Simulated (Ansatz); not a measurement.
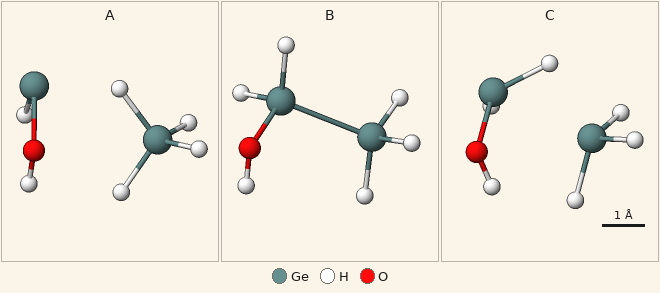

3 geometries from a converged minimum-energy path of Ge₂H₆O, shuffled. Style: ball-and-stick. Shown at a tilt.

Method: RKS PBE-D4/def2-SVP (Ansatz 0.2.0). Settings: 5 movable images; climbing image; force threshold 0.05 eV/Å; iteration limit 60; starting path through a guess of the saddle point.

### Which frame is the transition state?

C. In order along the path, whose images run from 0 to 6: B (image 0, 0.00 eV), C (image 3, +1.72 eV), A (image 5, +1.02 eV). Breaking: Ge–Ge (2.44 → 3.35 Å), Ge–H (1.55 → 2.15 Å). Forming: Ge–H (3.35 → 1.58 Å).
